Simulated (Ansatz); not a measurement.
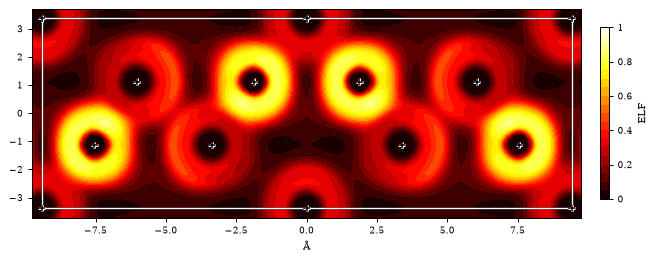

The ELF on a plane through atoms (crosses mark nuclei in the plane).

The calculation used Ansatz, DFT PBE, scalar-relativistic, plane waves, PAW.

Candidates:
A. Sn₃P₂, a = 3.89 Å, b = 3.89 Å, c = 18.83 Å, α = 90.00°, β = 90.00°, γ = 120.00°. Space group P6₃/mmc; a generated structure, not necessarily the stable one.
B. Ti₆Ge, a = 9.38 Å, b = 5.01 Å, c = 5.09 Å, α = 90.00°, β = 97.48°, γ = 90.00°. Space group C2; a generated structure, not necessarily the stable one; computed without spin polarisation.
C. Al₃N, a = 3.03 Å, b = 3.03 Å, c = 43.01 Å, α = 90.00°, β = 90.00°, γ = 120.00°. Space group R3m; a generated structure, not necessarily the stable one.

Q: Which candidate gave the map?

A: Candidate A: Sn₃P₂ on the (110) plane of the conventional cell, which holds Sn and P. Sn–P (2.70 Å): the ELF peaks at about 0.85 in the valence shell of P, 0.9 Å from its nucleus, and is about 0.60 at the midpoint. Sn–P (2.93 Å): the ELF peaks at about 0.85 in the valence shell of P, 0.8 Å from its nucleus, and drops to about 0.30 between the two atoms.
